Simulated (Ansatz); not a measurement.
**Re, pressure series**

The parent structure is Re in the hcp (Mg type) structure (space group P6_3/mmc, No. 194; a = 2.775 Å, c = 4.483 Å).

Cell and atoms are relaxed at each pressure.

All numbers come from PBE (Ansatz, a first-principles code, PAW, without spin-orbit coupling).

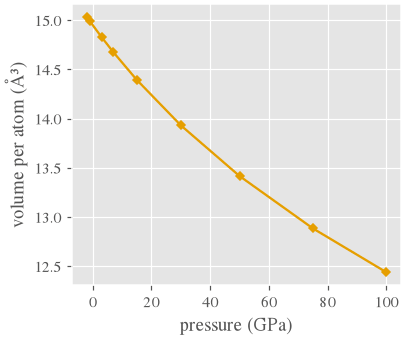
Figure. Volume against pressure

Estimate the zero-pressure bulk modulus from the plot.

About 370 GPa; a third-order Birch–Murnaghan fit to the points gives V₀ = 14.95 Å³/atom, B₀ = 366 GPa and B₀′ = 4.3.

Load acts through the strain it causes; cell and atoms are relaxed under it. Stability against distortions was not tested. Competing high-pressure phases were not computed. The final runs are not spin-polarised.
